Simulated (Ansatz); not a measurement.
# BH₄− (singlet): wave-function methods side by side at distance B1–H5 = 3.371 Å, aug-cc-pVTZ

How much of the correlation energy of BH₄− (singlet) does each wave-function method recover here?

Computed with Ansatz 0.2.0, Gaussian basis. Level: aug-cc-pVTZ, core rule «outside noble gas», up to 1 orbitals frozen.

Plan: UHF; CCSD(T) on RHF; CCSD(T) on UHF; BCCD(T) on RHF; CCSDT(Q) on RHF; CCSDT(Q) on UHF.

3 further runs of the same task are left out: 2 for a known fault of the program, 1 set aside as unsound or not needed. Runs told in other sessions of the task aren't counted.

## 1. The system

The geometry derives from a PBE0/def2-TZVPD stationary point (not a proven minimum). One bond is set to the value named and the two fragments are kept rigid.

5 atoms, charge -1, spin multiplicity 1.

Atoms are counted from 1 here; the program's logs count them from 0.

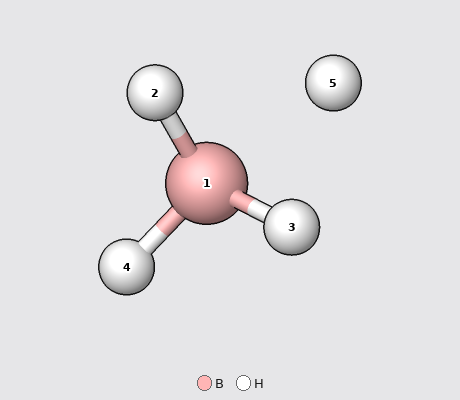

The geometry (boron pink, hydrogen white); atoms are numbered from 1 in the order of the file.

## 2. UHF

The input, in.yaml:

```yaml
crystal:
  periodic: [false, false, false]
  atoms:
    - {symbol: B, position_ang: [-0.083708, 0.083973, 0.083051]}
    - {symbol: H, position_ang: [0.630658, 0.800175, 0.798948]}
    - {symbol: H, position_ang: [-0.802991, -0.628126, 0.798117]}
    - {symbol: H, position_ang: [-0.795392, 0.798740, -0.636940]}
    - {symbol: H, position_ang: [1.865564, -1.871473, -1.850912]}
basis:
  gaussian: {orbitals: aug-cc-pVTZ}
total_charge: -1
magnetization: {spin_polarized: true, initial_magnetization: 0}
hamiltonian: {xc: hf}
output: {orbitals: {seedname: orbitals}}
```

Command:

```
ansatz run in.yaml --threads 1 --pin off --events-out ev --progress --plain --max-ram 2816MiB --backend cpu
```

After this run come: CCSD(T) on RHF; CCSD(T) on UHF; BCCD(T) on RHF; CCSDT(Q) on RHF; CCSDT(Q) on UHF.

**Question.** What will the summary of the whole plan be? Wanted: RCCSDT(Q) from the RHF energy; RMP2 from RCCSDT(Q); UMP2 from RCCSDT(Q); RCCSD from RCCSDT(Q); RCCSD(T) from RCCSDT(Q); UCCSD(T) from RCCSDT(Q); UCCSDT(Q) from RCCSDT(Q); T1 diagnostic.

**Answer**, as computed:

```
                         quantity                                value
    RCCSDT(Q) from the RHF energy                           -5.2500 eV
              RMP2 from RCCSDT(Q)                          +1147.5 meV
              UMP2 from RCCSDT(Q)                          +1231.6 meV
             RCCSD from RCCSDT(Q)                           +208.4 meV
          RCCSD(T) from RCCSDT(Q)                            +40.4 meV
          UCCSD(T) from RCCSDT(Q)                            +68.3 meV
         UCCSDT(Q) from RCCSDT(Q)                             -0.7 meV
levels within 1 kcal/mol (43 meV)  RCCSD(T), RCCSDT, UCCSDT, UCCSDT(Q)
                    T1 diagnostic                                0.053
```

What this shows: RCCSD(T) misses by +40.4 meV, 0.8 % of the correlation energy. CCSD(T) misses by +40.4 meV on the restricted determinant and by +68.3 meV on the unrestricted one; the two need not hold the same state or core. These misses are within one basis, not against nature.
